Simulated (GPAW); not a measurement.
**Work function of Nb2COS MXene monolayer at several levels**

How far do functional and basis move the work function of Nb2COS MXene monolayer?

Method: GPAW, PAW setups; layer in a repeated cell with vacuum, relaxation of atoms and in-plane cell, in the first sound run; inputs show where later runs differ, in GPAW 26.7.0.

## (1) Starting point

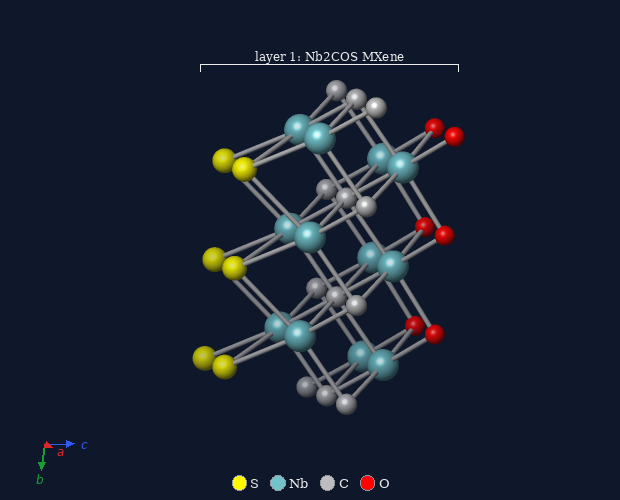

Start, viewed from the side, with the c axis across the page; sulfur yellow, niobium teal, carbon light grey, oxygen red. 2×3×1 cells are drawn. Some periodic images of atoms are drawn too.

The cell holds 5 atoms: 1 S, 2 Nb, 1 C and 1 O. Cell: a = 3.151 Å, b = 3.151 Å, c = 21.359 Å, α = 90.0°, β = 90.0°, γ = 120.0°. Vacuum lies along c.

## (2) Relaxing the atoms

Forces are removed first; all later runs use this geometry.

run.py reads:

```python
import json
import numpy as np
from ase import Atoms
from ase.filters import FrechetCellFilter
from ase.optimize import BFGS
from gpaw import GPAW, PW

slab = Atoms(
    ['S', 'Nb', 'C', 'Nb', 'O'],
    positions=[
        [-0.00000, 1.81899, 8.00000],
        [1.57529, 0.90949, 9.75270],
        [0.00000, 0.00000, 10.99584],
        [-0.00000, 1.81899, 12.23897],
        [1.57529, 0.90949, 13.35870]],
    cell=[[3.15058, 0.0, 0.0], [-1.57529, 2.72848, 0.0], [0.0, 0.0, 21.3587]],
    pbc=[True, True, True])

slab.calc = GPAW(mode=PW(600), xc='PBE', kpts={'size': (12, 12, 1), 'gamma': True},
                 occupations={'name': 'fermi-dirac', 'width': 0.05}, nbands='160%',
                 convergence={'density': 1e-05}, maxiter=200,
                 symmetry={'tolerance': 1e-3}, txt='slab.txt')
result = {}
# The in-plane cell is free; stress needs a cell that repeats along all three vectors
path = []
opt = BFGS(FrechetCellFilter(slab, mask=[1, 1, 0, 0, 0, 1]), maxstep=0.2)
opt.attach(lambda: path.append((slab.get_potential_energy(), slab.positions.tolist(), slab.get_forces().tolist())))
result['relaxed'] = bool(opt.run(fmax=0.02, steps=45))
result['path'] = path
result['cell'] = slab.cell.tolist()
print('in-plane lattice', slab.cell.cellpar().round(4)[[0, 1, 5]])
energy = slab.get_potential_energy()
fermi = slab.calc.get_fermi_level()
v = slab.calc.get_electrostatic_potential().mean((0, 1)) - fermi
n = slab.calc.get_pseudo_density().mean((0, 1))
L = slab.cell[2, 2]
z = np.arange(len(v)) * L / len(v)
low, high = slab.positions[:, 2].min(), slab.positions[:, 2].max()
below, above = np.interp([low - 5.8, high + 5.8], z, v)
slopes = [np.interp(x, z, np.gradient(v, z)) for x in (low - 5.8, high + 5.8)]
eps = np.array([[slab.calc.get_eigenvalues(k, s) for k in range(len(slab.calc.get_ibz_k_points()))]
                for s in range(slab.calc.get_number_of_spins())]) - fermi
top, bottom = eps[eps < 0].max(), eps[eps > 0].min()
dipole = slab.get_dipole_moment()[2]
print(f'energy {energy:.4f} eV, Fermi level {fermi:.4f} eV, dipole {dipole:.5f} e A')
print(f'potential 5.8 A off the faces, from the Fermi level: lower {below:.4f} eV, upper {above:.4f} eV')
print(f'slope of the potential there: lower {slopes[0]:.5f}, upper {slopes[1]:.5f} eV/A')
print(f'nearest levels on the mesh: {top:.4f} and {bottom:.4f} eV')
print('magnetic moment', round(slab.get_magnetic_moment(), 3))
result.update(energy=energy, fermi=fermi, dipole=dipole, below=below, above=above, slopes=slopes, edges=[top, bottom],
              z=z.tolist(), v=v.tolist(), n=n.tolist(), positions=slab.positions.tolist(),
              forces=slab.get_forces(apply_constraint=False).tolist(), moments=slab.get_magnetic_moments().tolist())
json.dump(result, open('result.json', 'w'))
```

Command:

```bash
OMP_NUM_THREADS=1 OPENBLAS_NUM_THREADS=1 python run.py
```

The log of the run:

```text
Step          Energy          fmax
BFGS:    0      -45.460385        0.954718
BFGS:    1      -45.488988        0.643945
BFGS:    2      -45.510434        0.375374
BFGS:    3      -45.517454        0.397583
BFGS:    4      -45.538655        0.257878
BFGS:    5      -45.543456        0.130664
BFGS:    6      -45.546040        0.089270
BFGS:    7      -45.547678        0.079290
BFGS:    8      -45.548910        0.059604
BFGS:    9      -45.549351        0.030858
BFGS:   10      -45.549507        0.020601
BFGS:   11      -45.549515        0.010381
in-plane lattice [  3.182   3.182 120.   ]
energy -45.5409 eV, Fermi level 0.0071 eV, dipole -0.00813 e A
potential 5.8 A off the faces, from the Fermi level: lower 5.5132 eV, upper 5.5486 eV
slope of the potential there: lower -0.00784, upper -0.00756 eV/A
nearest levels on the mesh: -0.0332 and 0.0228 eV
magnetic moment 0.0
```

The job ended after 13 min (1 thread of Intel Xeon Platinum 8488C (Sapphire Rapids), shared host; peak memory 0.79 GiB).

This step gave:

| Item | Value |
| --- | --- |
| dipole along the normal | -0.008126 e·Å |
| levels nearest the Fermi level on the mesh | -0.03316, 0.02276 eV from the Fermi level |

The electrostatic potential energy of an electron (without an applied field's), less the Fermi level, planar mean oscillates, so the rows of the table below give means over windows of 1 Å about each position, cut where the curve ends. Its maxima inside the range that stand out by 2 % of the span (Å: eV): 8.8: -5.06, 10.6: -8.41, 11.4: -8.67, 13.0: -11.0. Its minima: 8.1: -18.7, 9.7: -23.0, 11.0: -12.2, 12.2: -23.5, 13.2: -11.9.

Table of electrostatic potential energy of an electron (without an applied field's), less the Fermi level, planar mean by z; means over each step:

| z (Å) | electrostatic potential energy of an electron (without an applied field's), less the Fermi level, planar mean (eV) |
| --- | --- |
| 0 | 5.53 |
| 1 | 5.52 |
| 2 | 5.52 |
| 3 | 5.51 |
| 4 | 5.50 |
| 5 | 5.49 |
| 6 | 5.39 |
| 7 | 3.13 |
| 8 | -12.5 |
| 9 | -9.14 |
| 10 | -17.6 |
| 11 | -10.0 |
| 12 | -18.1 |
| 13 | -12.2 |
| 14 | 2.52 |
| 15 | 5.50 |
| 16 | 5.57 |
| 17 | 5.56 |
| 18 | 5.56 |
| 19 | 5.55 |
| 20 | 5.54 |
| 21 | 5.53 |

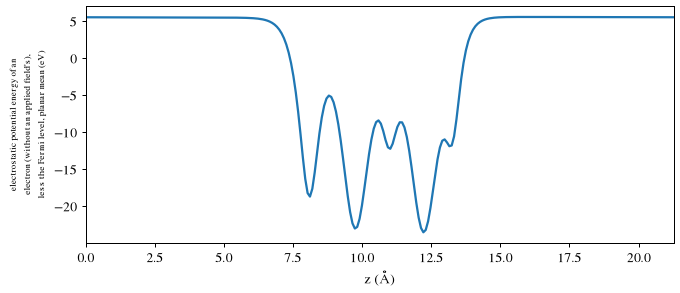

Electrostatic potential energy of an electron (without an applied field's), less the Fermi level, planar mean against z.

The pseudo valence density, planar mean oscillates, so the rows of the table below give means over windows of 1 Å about each position, cut where the curve ends. Its maxima inside the range that stand out by 2 % of the span (Å: e/Å³): 8.4: 0.487, 9.7: 1.38, 12.3: 1.37, 13.2: 0.893. Its minima: 8.9: 0.433, 10.8: 0.557, 12.8: 0.779.

The pseudo valence density, planar mean by z; means over each step:

| z (Å) | pseudo valence density, planar mean (e/Å³) |
| --- | --- |
| 4 | 1.1e-5 |
| 5 | 2.4e-4 |
| 6 | 0.00556 |
| 7 | 0.118 |
| 8 | 0.414 |
| 9 | 0.572 |
| 10 | 1.01 |
| 11 | 0.562 |
| 12 | 1.02 |
| 13 | 0.857 |
| 14 | 0.222 |
| 15 | 0.00600 |
| 16 | 1.8e-4 |
| 17 | 6.2e-6 |

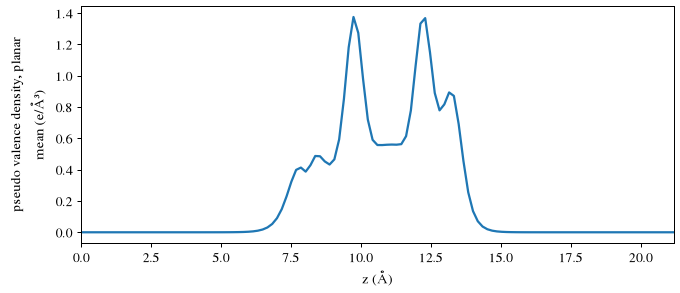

Pseudo valence density, planar mean against z.

The relaxation lowered the energy of the cell by 0.0884 eV (energies extrapolated to zero smearing; the optimiser's log prints free energies). The largest force left on a free atom is 0.010 eV/Å.

## (3) Plane waves, PBE

The work function is the vacuum plateau of the electrostatic potential less the Fermi level; a dipole layer lets the two faces have plateaus of their own.

This step: GPAW, PAW setups; slab in vacuum (GPAW 26.7.0).

The cell differs from the one that the last finished run ended in (c 21.359 → 21.181 Å).

Edit run.py of step 2 so:

```diff
@@ -3,4 +3,2 @@
 from ase import Atoms
-from ase.filters import FrechetCellFilter
-from ase.optimize import BFGS
 from gpaw import GPAW, PW
@@ -10,23 +8,16 @@
     positions=[
-        [-0.00000, 1.81899, 8.00000],
-        [1.57529, 0.90949, 9.75270],
-        [0.00000, 0.00000, 10.99584],
-        [-0.00000, 1.81899, 12.23897],
-        [1.57529, 0.90949, 13.35870]],
-    cell=[[3.15058, 0.0, 0.0], [-1.57529, 2.72848, 0.0], [0.0, 0.0, 21.3587]],
-    pbc=[True, True, True])
+        [0.00000, 1.83713, 8.00000],
+        [1.59100, 0.91856, 9.66956],
+        [0.00000, -0.00000, 10.90410],
+        [0.00000, 1.83713, 12.13914],
+        [1.59100, 0.91856, 13.18131]],
+    cell=[[3.182, -0.0, 0.0], [-1.591, 2.75569, 0.0], [0.0, 0.0, 21.1813]],
+    pbc=[True, True, False])
 
-slab.calc = GPAW(mode=PW(600), xc='PBE', kpts={'size': (12, 12, 1), 'gamma': True},
+slab.calc = GPAW(mode=PW(500), xc='PBE', kpts={'size': (12, 12, 1), 'gamma': True},
                  occupations={'name': 'fermi-dirac', 'width': 0.05}, nbands='160%',
                  convergence={'density': 1e-05}, maxiter=200,
+                 poissonsolver={'dipolelayer': 'xy'},
                  symmetry={'tolerance': 1e-3}, txt='slab.txt')
 result = {}
-# The in-plane cell is free; stress needs a cell that repeats along all three vectors
-path = []
-opt = BFGS(FrechetCellFilter(slab, mask=[1, 1, 0, 0, 0, 1]), maxstep=0.2)
-opt.attach(lambda: path.append((slab.get_potential_energy(), slab.positions.tolist(), slab.get_forces().tolist())))
-result['relaxed'] = bool(opt.run(fmax=0.02, steps=45))
-result['path'] = path
-result['cell'] = slab.cell.tolist()
-print('in-plane lattice', slab.cell.cellpar().round(4)[[0, 1, 5]])
 energy = slab.get_potential_energy()
```

The log of the run:

```text
energy -45.1847 eV, Fermi level 0.0547 eV, dipole -0.00548 e A
potential 5.8 A off the faces, from the Fermi level: lower 5.4796 eV, upper 5.5820 eV
slope of the potential there: lower -0.00089, upper -0.00045 eV/A
nearest levels on the mesh: -0.0332 and 0.0227 eV
magnetic moment 0.0
```

The job ended after 73 s (1 thread; peak memory 0.27 GiB).

Numbers from this step:

```yaml
dipole_along_the_normal: -0.005484 e·Å
levels_nearest_the_fermi_level_on_the_mesh: -0.03323, 0.02270 eV from the Fermi level
upper_work_function: 5.582 eV
lower_work_function: 5.480 eV
```

The electrostatic potential energy of an electron (without an applied field's), less the Fermi level, planar mean oscillates, so the rows of the table below give means over windows of 1 Å about each position, cut where the curve ends. Its maxima inside the range that stand out by 2 % of the span (Å: eV): 8.7: -5.07, 10.5: -8.41, 11.3: -8.64, 12.9: -11.0. Its minima: 8.0: -18.6, 9.6: -23.0, 10.9: -12.2, 12.1: -23.5, 13.1: -11.9.

Electrostatic potential energy of an electron (without an applied field's), less the Fermi level, planar mean against z; means over each step:

| z (Å) | electrostatic potential energy of an electron (without an applied field's), less the Fermi level, planar mean (eV) |
| --- | --- |
| 0 | 5.50 |
| 1 | 5.48 |
| 2 | 5.48 |
| 3 | 5.48 |
| 4 | 5.48 |
| 5 | 5.47 |
| 6 | 5.34 |
| 7 | 2.36 |
| 8 | -12.9 |
| 9 | -10.2 |
| 10 | -16.5 |
| 11 | -10.1 |
| 12 | -18.9 |
| 13 | -10.9 |
| 14 | 3.35 |
| 15 | 5.52 |
| 16 | 5.58 |
| 17 | 5.58 |
| 18 | 5.58 |
| 19 | 5.58 |
| 20 | 5.58 |
| 21 | 5.57 |

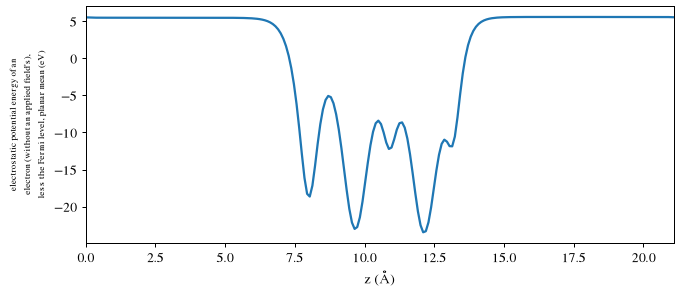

Electrostatic potential energy of an electron (without an applied field's), less the Fermi level, planar mean, plotted against z.

The pseudo valence density, planar mean oscillates, so the rows of the table below give means over windows of 2 Å about each position, cut where the curve ends. Its maxima inside the range that stand out by 2 % of the span (Å: e/Å³): 7.8: 0.415, 8.3: 0.492, 9.6: 1.37, 12.1: 1.38, 13.0: 0.886. Its minima: 7.9: 0.387, 8.7: 0.440, 10.6: 0.556, 12.7: 0.794.

The pseudo valence density, planar mean by z; means over each step:

| z (Å) | pseudo valence density, planar mean (e/Å³) |
| --- | --- |
| 4 | 3.6e-5 |
| 6 | 0.0192 |
| 8 | 0.387 |
| 10 | 0.819 |
| 12 | 0.886 |
| 14 | 0.284 |
| 16 | 3.8e-4 |
| 18 | 0 |

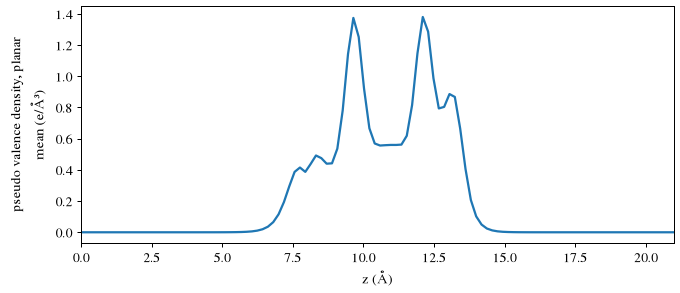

Pseudo valence density, planar mean against z.

The potential is flat to 8.9e-4 eV/Å where it is read, so the vacuum is wide enough.

## (4) OptPBE vdW: xc = "optPBE-vdW"

The same geometry under optPBE-vdW, to see how far the functional moves the levels against the vacuum (the van der Waals functionals take revPBE setups).

Edit run.py of step 3 so:

```diff
@@ -16,3 +16,3 @@
 
-slab.calc = GPAW(mode=PW(500), xc='PBE', kpts={'size': (12, 12, 1), 'gamma': True},
+slab.calc = GPAW(mode=PW(500), xc='optPBE-vdW', kpts={'size': (12, 12, 1), 'gamma': True},
                  occupations={'name': 'fermi-dirac', 'width': 0.05}, nbands='160%',
```

The log of the run:

```text
energy -81.1664 eV, Fermi level -0.1224 eV, dipole -0.00665 e A
potential 5.8 A off the faces, from the Fermi level: lower 5.7168 eV, upper 5.8430 eV
slope of the potential there: lower -0.00091, upper -0.00045 eV/A
nearest levels on the mesh: -0.0273 and 0.0184 eV
magnetic moment 0.0
```

The job ended after 98 s (1 thread; peak memory 0.45 GiB).

This step gave:

```yaml
dipole_along_the_normal: -0.006650 e·Å
levels_nearest_the_fermi_level_on_the_mesh: -0.02732, 0.01843 eV from the Fermi level
upper_work_function: 5.843 eV
lower_work_function: 5.717 eV
```

The electrostatic potential energy of an electron (without an applied field's), less the Fermi level, planar mean oscillates, so the rows of the table below give means over windows of 2 Å about each position, cut where the curve ends. Its maxima inside the range that stand out by 2 % of the span (Å: eV): 8.7: -5.07, 10.5: -8.40, 11.3: -8.64, 12.9: -10.9. Its minima: 8.0: -18.6, 9.6: -23.0, 10.9: -12.2, 12.1: -23.5, 13.1: -11.8.

Electrostatic potential energy of an electron (without an applied field's), less the Fermi level, planar mean against z; means over each step:

| z (Å) | electrostatic potential energy of an electron (without an applied field's), less the Fermi level, planar mean (eV) |
| --- | --- |
| 0 | 5.73 |
| 2 | 5.72 |
| 4 | 5.71 |
| 6 | 5.35 |
| 8 | -7.81 |
| 10 | -14.5 |
| 12 | -15.0 |
| 14 | 0.990 |
| 16 | 5.84 |
| 18 | 5.84 |
| 20 | 5.84 |

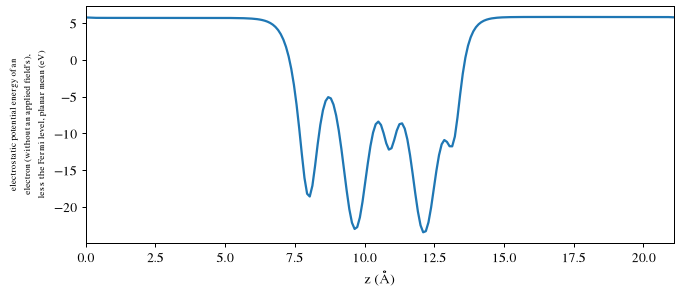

Electrostatic potential energy of an electron (without an applied field's), less the Fermi level, planar mean, plotted against z.

The pseudo valence density, planar mean oscillates, so the rows of the table below give means over windows of 1 Å about each position, cut where the curve ends. Its maxima inside the range that stand out by 2 % of the span (Å: e/Å³): 7.8: 0.415, 8.3: 0.493, 9.6: 1.37, 12.1: 1.38, 13.0: 0.887. Its minima: 7.9: 0.387, 8.7: 0.439, 10.6: 0.556, 12.7: 0.793.

Table of pseudo valence density, planar mean by z; means over each step:

| z (Å) | pseudo valence density, planar mean (e/Å³) |
| --- | --- |
| 4 | 2.1e-5 |
| 5 | 3.9e-4 |
| 6 | 0.00819 |
| 7 | 0.148 |
| 8 | 0.426 |
| 9 | 0.628 |
| 10 | 0.959 |
| 11 | 0.565 |
| 12 | 1.06 |
| 13 | 0.813 |
| 14 | 0.173 |
| 15 | 0.00475 |
| 16 | 1.6e-4 |
| 17 | 6.7e-6 |

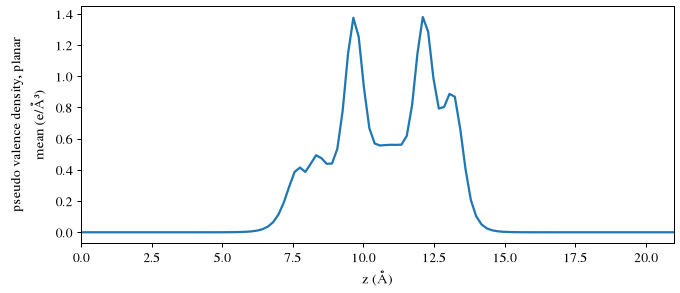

Pseudo valence density, planar mean against z.

Force by atom:

| atom | x (eV/Å) | y (eV/Å) | z (eV/Å) | size |
| --- | --- | --- | --- | --- |
| S1 | 0.000 | 0.000 | -0.250 | 0.250 |
| Nb2 | 0.000 | 0.000 | -0.072 | 0.072 |
| C3 | 0.000 | 0.000 | 0.006 | 0.006 |
| Nb4 | 0.000 | 0.000 | 0.165 | 0.165 |
| O5 | 0.000 | 0.000 | 0.203 | 0.203 |

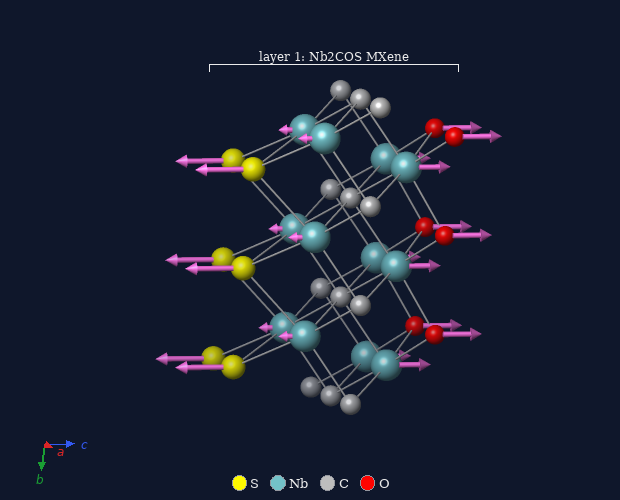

Force as arrows, the longest 0.250 eV/Å. 2×3×1 cells are drawn. Some periodic images of atoms are drawn too.

The upper face's work function is 5.843 eV, against 5.582 eV in the first plane-wave PBE run at this geometry.

## (5) Self-consistent run: xc = "RPBE"

The same geometry under RPBE, to see how far the functional moves the levels against the vacuum.

Edit run.py of step 4 so:

```diff
@@ -16,3 +16,3 @@
 
-slab.calc = GPAW(mode=PW(500), xc='optPBE-vdW', kpts={'size': (12, 12, 1), 'gamma': True},
+slab.calc = GPAW(mode=PW(500), xc='RPBE', kpts={'size': (12, 12, 1), 'gamma': True},
                  occupations={'name': 'fermi-dirac', 'width': 0.05}, nbands='160%',
```

The log of the run:

```text
energy -42.9640 eV, Fermi level 0.1670 eV, dipole -0.00289 e A
potential 5.8 A off the faces, from the Fermi level: lower 5.3857 eV, upper 5.4346 eV
slope of the potential there: lower -0.00088, upper -0.00044 eV/A
nearest levels on the mesh: -0.0295 and 0.0197 eV
magnetic moment 0.0
```

It took 77 s on 1 thread; peak memory 0.27 GiB.

This step gave:

```yaml
dipole_along_the_normal: -0.002892 e·Å
levels_nearest_the_fermi_level_on_the_mesh: -0.02946, 0.01966 eV from the Fermi level
upper_work_function: 5.435 eV
lower_work_function: 5.386 eV
```

The electrostatic potential energy of an electron (without an applied field's), less the Fermi level, planar mean oscillates, so the rows of the table below give means over windows of 2 Å about each position, cut where the curve ends. Its maxima inside the range that stand out by 2 % of the span (Å: eV): 8.7: -5.15, 10.5: -8.50, 11.3: -8.74, 12.9: -11.1. Its minima: 8.0: -18.7, 9.6: -23.1, 10.9: -12.3, 12.1: -23.6, 13.1: -12.0.

Table of electrostatic potential energy of an electron (without an applied field's), less the Fermi level, planar mean by z; means over each step:

| z (Å) | electrostatic potential energy of an electron (without an applied field's), less the Fermi level, planar mean (eV) |
| --- | --- |
| 0 | 5.39 |
| 2 | 5.39 |
| 4 | 5.38 |
| 6 | 5.05 |
| 8 | -7.94 |
| 10 | -14.6 |
| 12 | -15.2 |
| 14 | 0.659 |
| 16 | 5.43 |
| 18 | 5.43 |
| 20 | 5.43 |

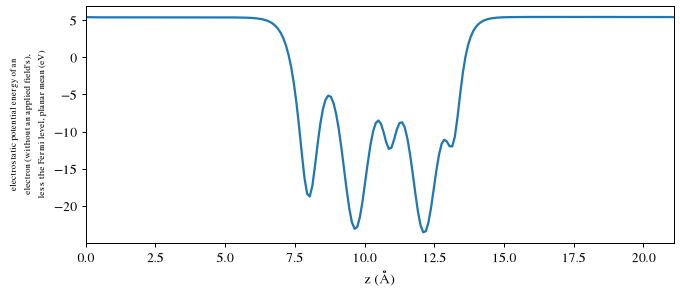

Electrostatic potential energy of an electron (without an applied field's), less the Fermi level, planar mean, plotted against z.

The upper face's work function is 5.435 eV, against 5.582 eV in the first plane-wave PBE run at this geometry.

## (6) Self-consistent run: xc = "vdW-DF2"

The same geometry under vdW-DF2, to see how far the functional moves the levels against the vacuum (the van der Waals functionals take revPBE setups).

Edit run.py of step 5 so:

```diff
@@ -16,3 +16,3 @@
 
-slab.calc = GPAW(mode=PW(500), xc='RPBE', kpts={'size': (12, 12, 1), 'gamma': True},
+slab.calc = GPAW(mode=PW(500), xc='vdW-DF2', kpts={'size': (12, 12, 1), 'gamma': True},
                  occupations={'name': 'fermi-dirac', 'width': 0.05}, nbands='160%',
```

The log of the run:

```text
energy -249.8400 eV, Fermi level -0.2110 eV, dipole -0.00960 e A
potential 5.8 A off the faces, from the Fermi level: lower 5.8718 eV, upper 6.0591 eV
slope of the potential there: lower -0.00089, upper -0.00040 eV/A
nearest levels on the mesh: -0.0165 and 0.0009 eV
magnetic moment 0.0
```

Wall time 2.5 min (1 thread); peak memory 0.46 GiB.

Numbers from this step:

```
dipole along the normal                    : -0.009601 e·Å
levels nearest the Fermi level on the mesh : -0.01647, 9.19e-4 eV from the Fermi level
upper work function                        : 6.059 eV
lower work function                        : 5.872 eV
```

The upper face's work function is 6.059 eV, against 5.582 eV in the first plane-wave PBE run at this geometry.

(Continued in part 2 of 2.)

[Logs are printed without paths, hosts, clocks, repeated set-up lines and the standing remarks that a program may print on its own settings, such as how far it seeks lower states.]

[Hosts, paths, dates, database ids (printed as entryN), source tags and the programs' standing remarks are cut or masked in the printed files.]
